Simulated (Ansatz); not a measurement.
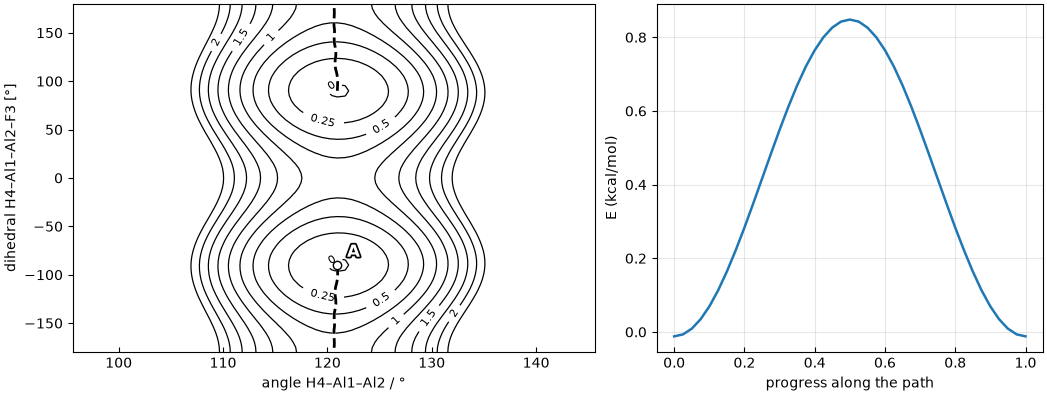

Al₂FH₃, SMILES [F][AlH][AlH2]. Coordinates scanned: (1) angle H4–Al1–Al2; (2) dihedral H4–Al1–Al2–F3. Nothing is relaxed (all other coordinates rigid). The scan uses a 15 × 15 grid; 120 points were computed and 105 follow by symmetry. Points are written as (first, second). All energies are given in kcal/mol relative to the lowest grid point. Computed with RKS PBE0-D4/def2-TZVP (Ansatz 0.2.0).

The picture shows contour lines labelled in kcal/mol (none above 2.25), a line along the lowest path, the energy along the path at the right, the start A. Between grid points the surface is interpolated.

Describe the path and its barrier.

The easiest path leads from the well at about (121°, −90°) to a well of about the same depth at about (121°, 90°). Its highest point lies about 0.86 kcal/mol above the bottom of the first well on the interpolated surface, at (120.6°, −180°). This is the barrier on the constrained surface; relaxing the other coordinates would change it.
